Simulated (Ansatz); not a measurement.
System: a (001) slab cut from Ru (P6_3/mmc), 12 atoms in the cell. Starting structure of the relaxation:

```cif
data_structure
_symmetry_space_group_name_H-M 'P 1'
_symmetry_Int_Tables_number 1
_cell_length_a 5.4047
_cell_length_b 5.4047
_cell_length_c 21.2660
_cell_angle_alpha 90.000
_cell_angle_beta 90.000
_cell_angle_gamma 120.000
_cell_volume 537.97
loop_
_atom_site_label
_atom_site_type_symbol
_atom_site_fract_x
_atom_site_fract_y
_atom_site_fract_z
_atom_site_occupancy
Ru1 Ru 0.16667 0.33333 0.39970 1
Ru2 Ru 0.16667 0.83333 0.39970 1
Ru3 Ru 0.66667 0.33333 0.39970 1
Ru4 Ru 0.66667 0.83333 0.39970 1
Ru5 Ru 0.33333 0.16667 0.50000 1
Ru6 Ru 0.33333 0.66667 0.50000 1
Ru7 Ru 0.83333 0.16667 0.50000 1
Ru8 Ru 0.83333 0.66667 0.50000 1
Ru9 Ru 0.16667 0.33333 0.60030 1
Ru10 Ru 0.16667 0.83333 0.60030 1
Ru11 Ru 0.66667 0.33333 0.60030 1
Ru12 Ru 0.66667 0.83333 0.60030 1
```

Ansatz; DFT r2SCAN, scalar-relativistic, plane waves, PAW, no spin polarisation, 6×6×1 k mesh, 500 eV cutoff.

What does the potential across the slab give for the work function?

The work function is 4.97 eV, the same on both faces. The two vacuum levels agree, so the slab has no net dipole along its normal. The outermost atoms are 4.1 Å apart, which leaves 17.1 Å of vacuum in a cell 21.3 Å high.

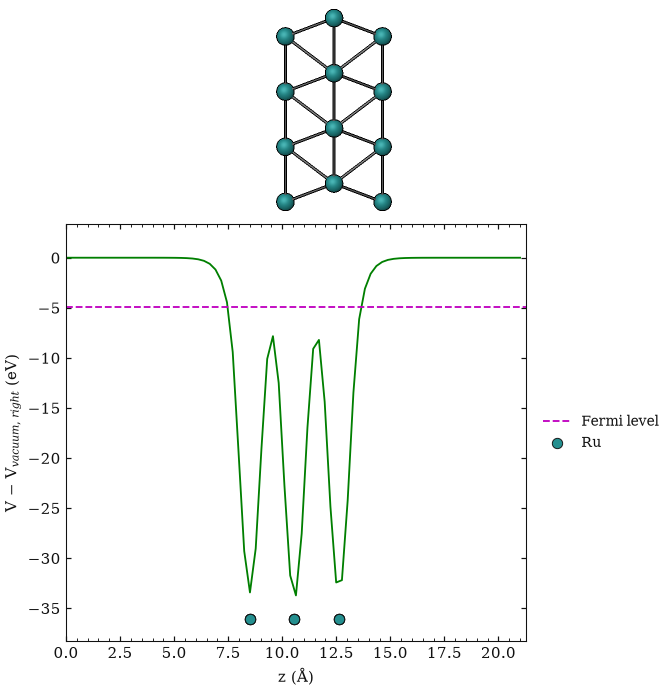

Plane-averaged electrostatic potential energy of an electron across the slab; circles at the bottom mark the heights of the atoms (positions after relaxation). The structure is drawn too.
